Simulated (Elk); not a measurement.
Band structure of YPd3 (Pm-3m, 4 atoms in the cell).

```xyz
4
Lattice="4.0999 0.0000 0.0000 0.0000 4.0999 0.0000 0.0000 0.0000 4.0999" Properties=species:S:1:pos:R:3 pbc="T T T"
Y      0.0000     0.0000     0.0000
Pd     2.0500     2.0500     0.0000
Pd     0.0000     2.0500     2.0500
Pd     2.0500     0.0000     2.0500
```

Method: Elk 10.2.4 with PBEsol, all-electron FP-LAPW, Elk's shipped species files, default APW+lo basis.

Settings: xctype = 22; stype = 0; swidth = 0.00999582 Ha; ngridk = 7 7 7; rmtscf = 0.99; maxscl = 100.

The starting cell comes from a database of computed structures (which also holds hypothetical and non-ambient phases and stackings), without a prior relaxation at this level. Spin polarisation is off. Values depend on the basis (sphere radii, cutoffs, local orbitals), which need not be converged.

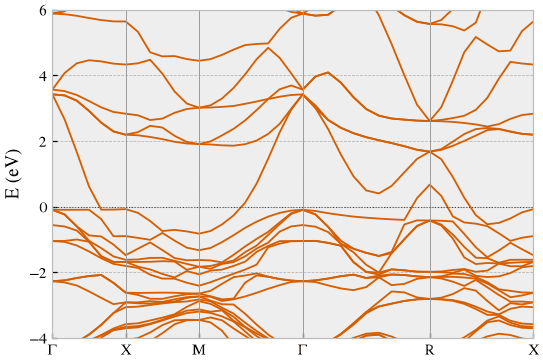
Figure. Bands along the path, energies from the Fermi level.

Levels in eV from the Fermi level, bands 29 to 36:
```
point     29     30     31     32     33    34    35    36
-----  -----  -----  -----  -----  -----  ----  ----  ----
Γ      -0.56  -0.10  -0.10  -0.10   3.42  3.42  3.42  3.57
X      -1.69  -1.62  -1.48  -0.90  -0.08  2.19  2.19  2.83
M      -1.83  -1.83  -1.63  -1.33  -0.82  1.91  1.91  3.02
R      -0.42  -0.42  -0.42   0.67   1.68  1.68  1.68  2.61
```

Bands cross the Fermi level along this path, so the cell is metallic at this level.
